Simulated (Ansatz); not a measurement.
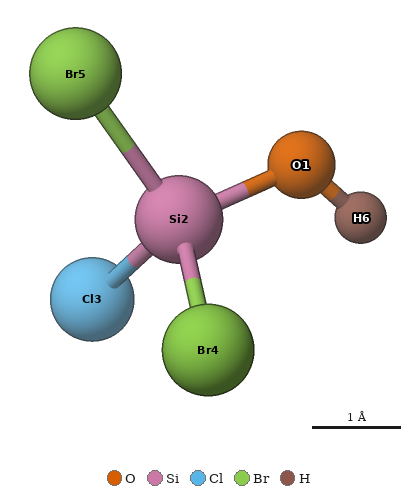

**Figure 1.** The structure as given in the input (ball-and-stick view, seen at a tilt; atoms are numbered from 1 in the order of the input). Bond lengths as drawn: Br–Si 2.18 to 2.20 Å, Cl–Si 2.03 Å, H–O 0.96 Å and O–Si 1.62 Å.

## SiHBr$_{2}$ClO: one change and its effect

System: SiHBr$_{2}$ClO.
Method of the first run: RKS SPW92/def2-TZVPP (Ansatz 0.2.0).

The geometry comes from this level: PBE0-D4/def2-TZVP. Text and figures count atoms from 1; the logs count them from 0 in places.

### Input file, the first run
```yaml
crystal:
  periodic: [false, false, false]
  atoms:
    - {symbol: O, position_ang: [-0.771812, 0.353932, 1.054196]}
    - {symbol: Si, position_ang: [0.194955, 0.064287, -0.211361]}
    - {symbol: Cl, position_ang: [1.885275, -0.909512, 0.363239]}
    - {symbol: Br, position_ang: [-0.824531, -1.184702, -1.709720]}
    - {symbol: Br, position_ang: [0.709491, 2.010675, -1.056783]}
    - {symbol: H, position_ang: [-1.151378, -0.398681, 1.514228]}
basis:
  gaussian: {orbitals: def2-TZVPP}
hamiltonian: {xc: lda}
output: {orbitals: {seedname: orbitals}}
```

Hardware: 4 CPU threads, shared host.

### Output (the first run)
```
Functional definition: SPW92
  exchange = slater_x
  correlation = pw_c
1544 factors; their error is unknown
mean field evaluation 1: about -162277.2399 eV, gradient 6.5e1 eV
mean field evaluation 2: about -162235.7363 eV, gradient 1.5e2 eV
mean field evaluation 4: about -162283.5648 eV, gradient 9.1e0 eV
mean field evaluation 8: about -162283.7321 eV, gradient 1.5e-1 eV
mean field evaluation 16: about -162283.6621 eV, gradient 1.8e-4 eV
mean field -162283.66207442 eV, -5963.8145814180 hartree, gradient 5.8e-5 eV, S^2 0.000000; 0 other end points of the search recorded, 0 dependent functions left out
reference -162283.66210964 eV, -5963.8145827124 hartree; 55, 55 occupied and 170, 170 virtual orbitals, 1544 factors
Total energy: -162283.66210964 eV, -5963.8145827124 hartree
```

The input of the second run differs as follows (lines with − go, lines with + come):
```diff
-hamiltonian: {xc: lda}
+correlation: {method: ccsd_t}
```

How does the second run compare with the first run?

The total energies belong to different methods, so their difference says nothing on which is more stable or more accurate. The HOMO goes from −7.52 to −11.60 eV. The LUMO goes from −1.90 to 3.02 eV.

### Output (the second run)
```
Functional definition: HF
  exchange = exact_x
  correlation = 0
1435 factors; integrals over basis functions are off by at most 8.5e-4 eV
mean field evaluation 1: about -162421.1014 eV, gradient 3.8e1 eV
mean field evaluation 2: about -162421.4162 eV, gradient 3.8e1 eV
mean field evaluation 4: about -162424.2386 eV, gradient 2.5e0 eV
mean field evaluation 8: about -162424.2878 eV, gradient 2.1e-1 eV
mean field evaluation 16: about -162421.1004 eV, gradient 3.8e1 eV
mean field -162424.28797006 eV, -5968.9824877631 hartree, gradient 3.9e-6 eV, S^2 0.000000; 0 other end points of the search recorded, 0 dependent functions left out
29 core orbitals not correlated: weight in the atoms' cores, before any rotation towards them, 1.000 or more for the frozen orbitals, at most 0.000 for the correlated occupied ones
reference -162424.28797006 eV, -5968.9824877631 hartree; 26, 26 occupied and 170, 170 virtual orbitals, 1435 factors
second order -29.62807549 eV of doubles, -0.00000000 eV of singles
cycle   1  -29.59385131 eV  change    3.4e-2 eV  update   1.0e-1
cycle   2  -30.20673246 eV  change   -6.1e-1 eV  update   2.7e-2
cycle   3  -30.31367640 eV  change   -1.1e-1 eV  update   1.3e-2
cycle   4  -30.29463437 eV  change    1.9e-2 eV  update   2.8e-3
cycle   5  -30.29439201 eV  change    2.4e-4 eV  update   1.2e-3
cycle   6  -30.29475052 eV  change   -3.6e-4 eV  update   3.2e-4
cycle   7  -30.29445460 eV  change    3.0e-4 eV  update   1.2e-4
cycle   8  -30.29444450 eV  change    1.0e-5 eV  update   2.9e-5
perturbative correction -1.15869364 eV, -0.0425812057 hartree
Total energy: -162455.74110820 eV, -5970.1383692700 hartree
```

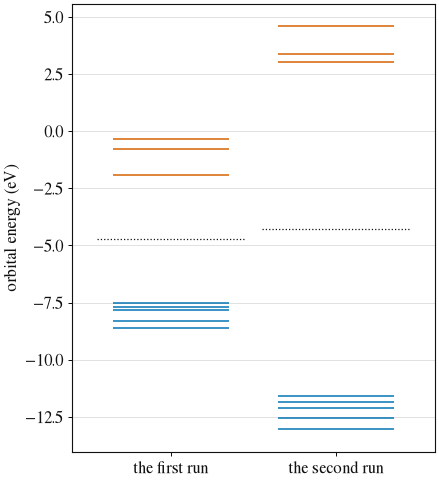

**Figure 2.** The five highest filled and three lowest empty orbital energies of the two runs; the dotted lines part filled from empty levels. The HOMO–LUMO gap is 5.62 eV in the first run and 14.61 eV in the second run.

### The two runs side by side

| quantity | the first run | the second run |
| --- | --- | --- |
| outcome | converged | converged |
| total energy (hartree) | −5963.814583 | −5970.138369 |
| HOMO (eV) | −7.52 | −11.60 |
| LUMO (eV) | −1.90 | 3.02 |
| basis functions | 225 | 225 |
| wall time (shared host) | 0.95 s | 53 s |
